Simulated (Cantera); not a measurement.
Charge: 1 mol Ta₂O₅, 2.9 mol C, 6.9 mol H₂, at 0.0100 bar.

These are equilibrium values from Cantera (NASA tables, ideal gas, pure condensed phases), not measurements of a reactor. Candidate condensed phases: C, C₆H₆, C₇H₈, C₈H₁₈, H₂O, Ta, TaC, Ta₂O₅; 113 gas species. Mutual solubility and eutectic melting of coexisting phases are not modelled. TaC: taken at fixed stoichiometry. Condensed phases not in the tables: Ta₂C, N, O or C dissolved in the metal. Rates play no part.

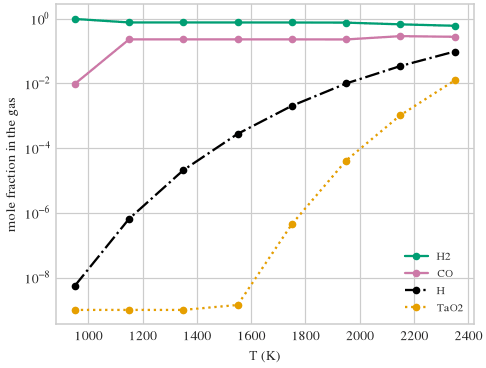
*Equilibrium gas composition (values under 1e-9 drawn at 1e-9)*

Question: Read off the mole fractions at 2150 K.

Answer: H₂ about 0.67, CO about 0.29, H about 0.035, TaO₂ about 0.0010.
